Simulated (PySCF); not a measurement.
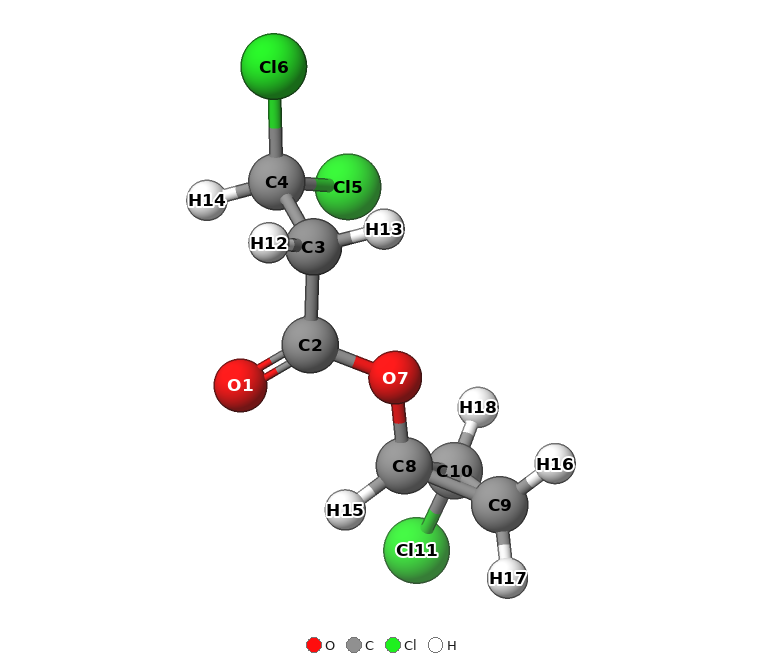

Atoms carry their numbers in the input. The geometry was computed by an optimisation with GFN2-xTB. No frequency run is at hand to confirm it as a minimum.

Q: What is the geometry at O7?

A: O7 has 2 neighbours (C2 at 1.33, C8 at 1.41 Å); the arrangement is bent.

Q: What is the geometry at C4?

A: C4 has 4 neighbours (C3 at 1.52, Cl5 at 1.78, Cl6 at 1.78, H14 at 1.09 Å); the arrangement is tetrahedral.

Q: Describe the coordination of atom 2.

A: C2 has 3 neighbours (O1 at 1.20, C3 at 1.52, O7 at 1.33 Å); the arrangement is trigonal planar.

Q: Describe the coordination of atom 3.

A: C3 has 4 neighbours (C2 at 1.52, C4 at 1.52, H12 at 1.09, H13 at 1.09 Å); the arrangement is tetrahedral.

Q: What is the dihedral angle O7–C8–C10–C9?

A: 107° in size, that is anticlinal.
